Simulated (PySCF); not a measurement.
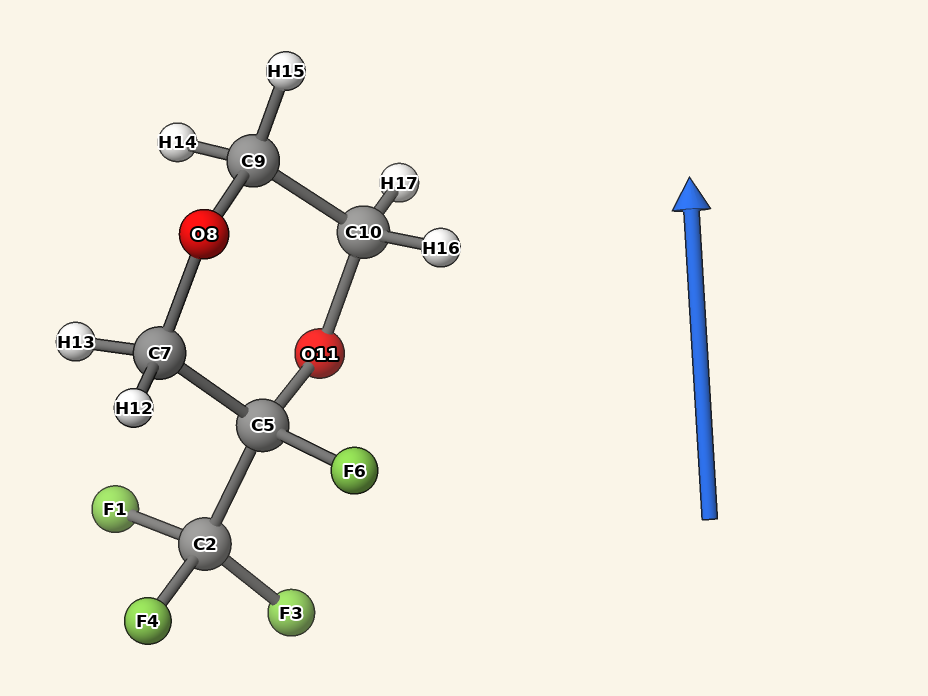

The arrow beside the molecule shows the direction of the dipole moment, from the negative to the positive end (its length means nothing). The geometry was computed by an optimisation with GFN2-xTB. No frequency run is at hand to confirm it as a minimum. Level of theory: PBE0/pcSseg-1, gas phase (PySCF 2.14.0).

Q: How large is the dipole moment?

A: 3.02 D; it points from the side of F3, F4 to the side of H15 (the outermost atoms at the two ends).
